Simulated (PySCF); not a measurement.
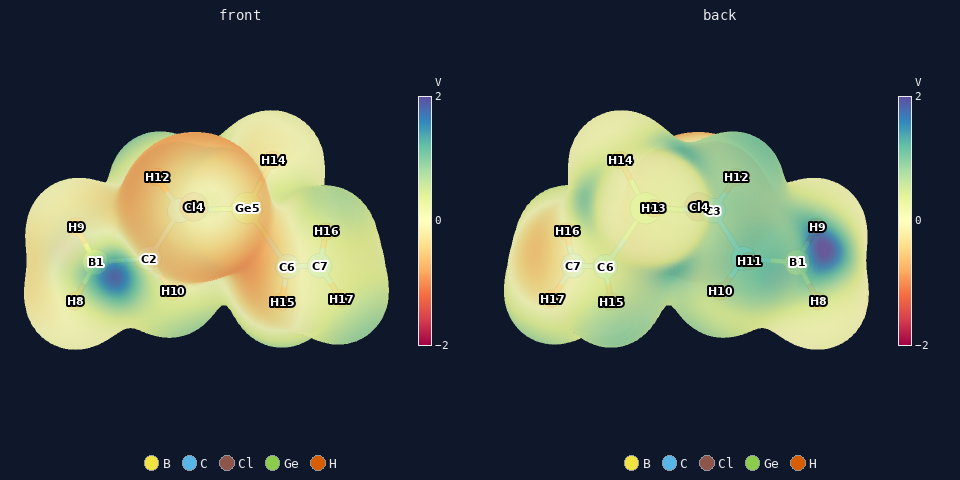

C4H10BClGe. The molecular electrostatic potential painted on the density surface at 0.002 e/bohr³, seen from the front and from behind; the colour scale runs from red (negative) to blue (positive).

Geometry: GFN2-xTB.

Computed with PySCF 2.14.0, wB97X-D/def2-SVPD, SCF density, gas phase.

The calculation's input:

```
{"job": {"kind": "uv", "xc": "wB97X-D", "basis": "def2-SVPD", "nstates": 8, "ntriplets": 3}, "charge": 0, "multiplicity": 1}
B     -2.986788    -0.704763     0.277499
C     -1.581858    -0.294456    -0.294498
C     -0.797716     0.743907     0.492654
Cl    -0.383792     0.084960     2.103480
Ge     0.969904     1.227522    -0.302025
C      2.066216    -0.374193    -0.493042
C      2.936161    -0.771792     0.421134
H     -3.525532    -1.642484    -0.165711
H     -3.507093    -0.069563     1.108233
H     -0.948204    -1.174041    -0.448636
H     -1.749090     0.114088    -1.300949
H     -1.414643     1.621414     0.687014
H      0.737279     1.872566    -1.650707
H      1.636764     2.227254     0.597856
H      1.923375    -0.970816    -1.385973
H      3.100972    -0.201271     1.321811
H      3.517048    -1.676302     0.318850
```

Run with:

```sh
OMP_NUM_THREADS=1 python probes_run.py task.json out
```

Which sites attract a positive test charge, and which a negative one?

A positive charge is drawn to the negative regions and a negative charge to the positive ones. The most negative region (about −0.9 V) lies over Cl4, C6 and C7, the most positive (about +1.8 V) over B1.

What dipole moment does the calculation give?

Its dipole moment is 1.77 D.
